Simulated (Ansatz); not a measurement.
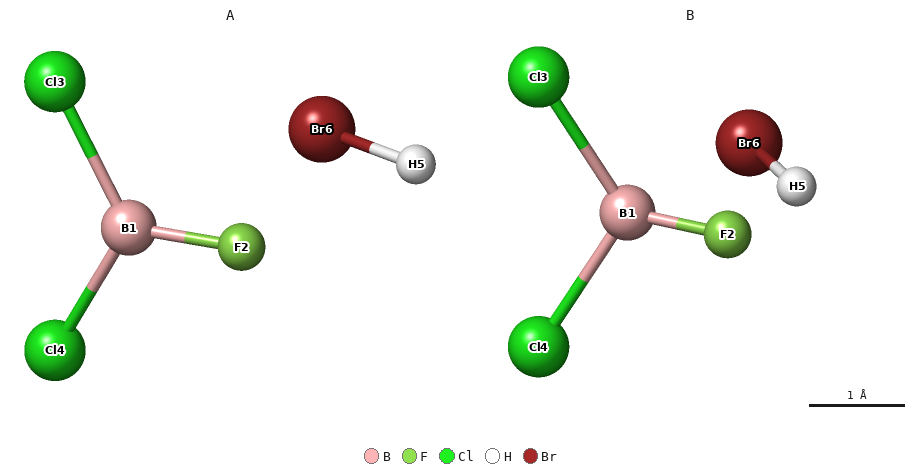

Two geometries of BHBrCl₂F (started from a transition state, displaced along its imaginary mode), drawn at one scale. One is the start of a relaxation, the other its converged end. The picture is a ball-and-stick view, seen at a tilt.

All numbers below come from RKS PBE0-D4/def2-TZVP (Ansatz). Set-up: force threshold 0.005 eV/Å; at most 200 steps.

**Which one is relaxed?**

Structure A is the relaxed one. The energy falls by 30.6 kcal/mol in 19 accepted moves (22 points after the start). Largest force component: 6.5 eV/Å at the start, 0.0019 eV/Å at the end. The line search rejected the trial steps at points 6, 13, 20 of the run. The largest move after the best rigid fit is that of H5, 1.06 Å. By element the largest moves are H 1.06 Å, B 0.60 Å, Br 0.53 Å, F 0.46 Å, Cl 0.28 Å. Near-neighbour distances that change, for instance: B1–Br6 2.399 → 3.513 Å, F2–Br6 2.673 → 3.530 Å, Cl3–Br6 3.355 → 4.072 Å, B1–F2 1.231 → 1.313 Å. Among the angles between lasting bonds that change: Cl3–B1–Cl4 116.8° → 121.6°, F2–B1–Cl3 117.1° → 119.2°. The run took 83 s on 4 threads of Arm Neoverse V1, on a shared host.
